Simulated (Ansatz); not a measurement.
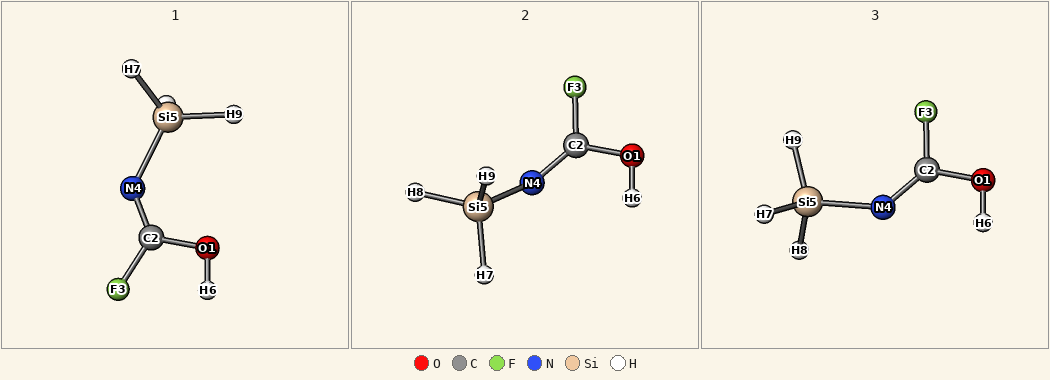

CH₄FNOSi, SMILES OC(F)=N[SiH3]. The first coordinate is: dihedral O1–C2–N4–Si5; the second: dihedral H6–O1–C2–N4. Nothing is relaxed (all other coordinates rigid). Grid: 18 × 18 points. Points are written as (first, second). Energies: kJ/mol, counted from the lowest grid point. The dihedral twists a double bond; near 90° a spin-restricted reference is unreliable. Computed with Ansatz, RKS B3LYP-D4/def2-SVP.

The numbered pictures are structures from this grid.

### Which is the most stable, and how do the others follow?

3, at (−180°, 0°): 0 kJ/mol; 1, at (0°, −180°): 17 kJ/mol; 2, at (80°, 0°): 51 kJ/mol.

The map, with the structures marked:

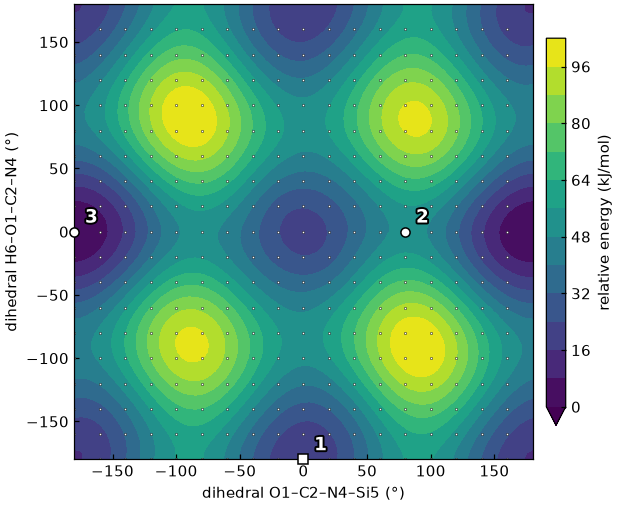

Drawn: filled contours, dots at the grid points. Between grid points the surface is interpolated.
